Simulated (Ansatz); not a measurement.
F3H3Si2

```xyz
8

Si   -0.7934   -0.3849    0.8233
Si    0.7377    0.3579   -0.7655
F     1.9585   -0.6361   -0.9173
F     0.0791    0.5019   -2.1963
F     1.3379    1.7721   -0.3893
H    -1.9018    0.5976    0.9126
H    -1.3144   -1.7084    0.4004
H    -0.1036   -0.5000    2.1321
```

The reactant side of a reaction path; geometry: PBE0-D4/def2-TZVP.

Method: RKS PBE0-D4/def2-TZVPP (Ansatz).

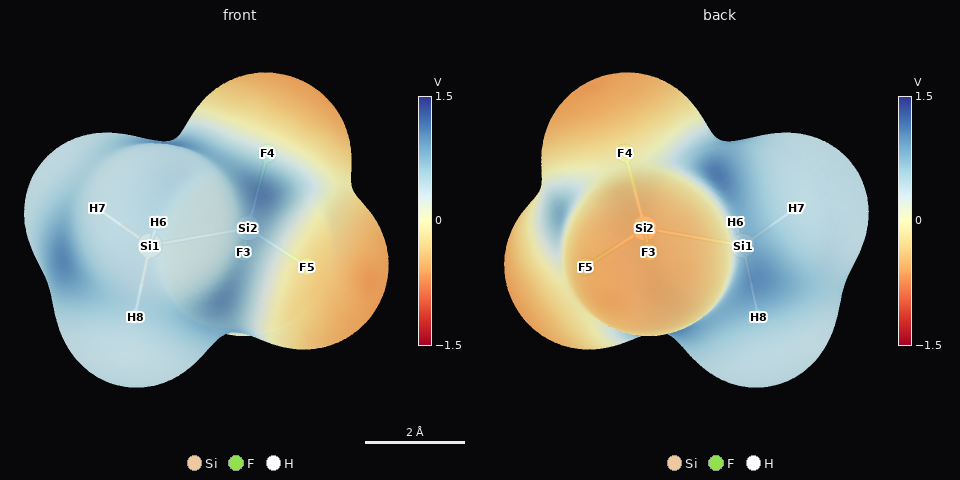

Figure 1. The electrostatic potential painted on the density surface at 0.001 e/bohr³, seen from the front and from behind; red is negative and blue positive.

Describe the electrostatic potential map.

The most negative region (about −0.6 V) lies over F3, F4 and F5, the most positive (about +1.1 V) over Si2.

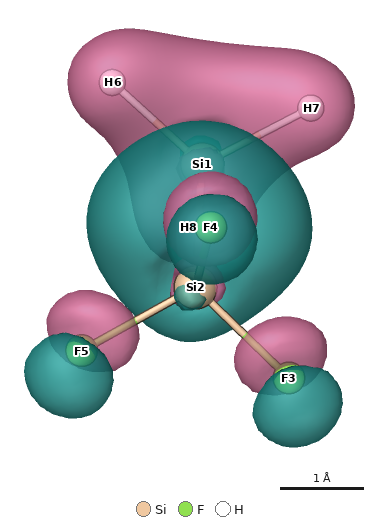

Figure 2. The HOMO at ±0.1 Å⁻³ᐟ² (teal and pink are the two phases), seen at an oblique angle.

Describe this orbital and give its energy.

Its weight (Hirshfeld) is mainly on Si1 (about 40 %), Si2 (about 30 %), F3 (about 5 %), F4 (about 5 %) and F5 (about 5 %). Its energy is −9.38 eV.

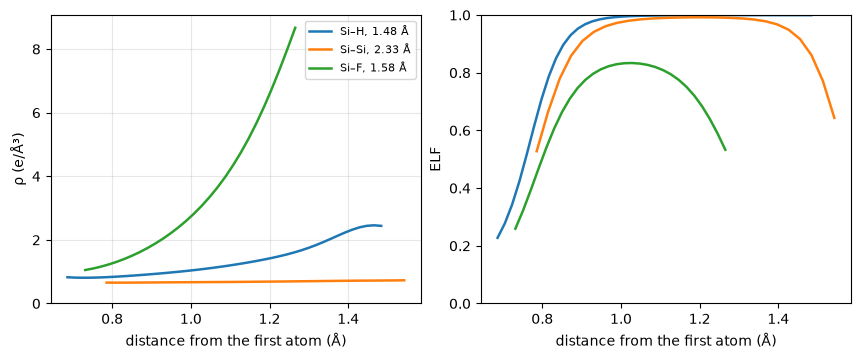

Figure 3. Total electron density and electron localisation function along straight lines between neighbouring atoms. The curves leave out the atomic cores.

What can be read from the curves?

Si–H (1.48 Å): ρ at the midpoint is about 0.81 e/Å³; the ELF climbs to about 1 towards the hydrogen, as it does in any bond to H.
Si–Si (2.33 Å): ρ is about 0.68 e/Å³ halfway; the ELF peaks at about 1 between the atoms (a shared electron pair).
Si–F (1.58 Å): ρ is about 1.2 e/Å³ halfway; the ELF peaks at about 0.85 in the valence shell of F, 0.6 Å from its nucleus, and is about 0.45 at the midpoint.
